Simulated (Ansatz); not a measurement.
## Response to strain in TiSi2

Start from TiSi2 (space group Fddd, No. 70; a = 4.806 Å, b = 8.265 Å, c = 8.565 Å).

Strains are applied to the cell and any free atomic positions relax.

All numbers come from PBE, PAW, 420 eV (Ansatz, a first-principles code; no spin-orbit coupling), earlier PAW set.

Notes on the quantities. pressure: mean of the normal stresses, compression positive.

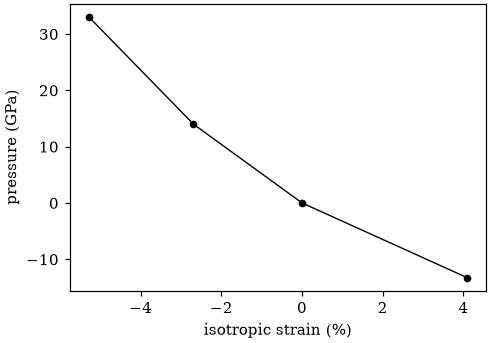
Fig. 1. Pressure against isotropic strain

```json
[
 {"isotropic strain (%)": "-5.29", "pressure": "33.1 GPa"},
 {"isotropic strain (%)": "-2.69", "pressure": "14.0 GPa"},
 {"isotropic strain (%)": "4.09", "pressure": "-13.3 GPa"}
]
```

Stability against distortions was not tested. All final runs are without spin polarisation.
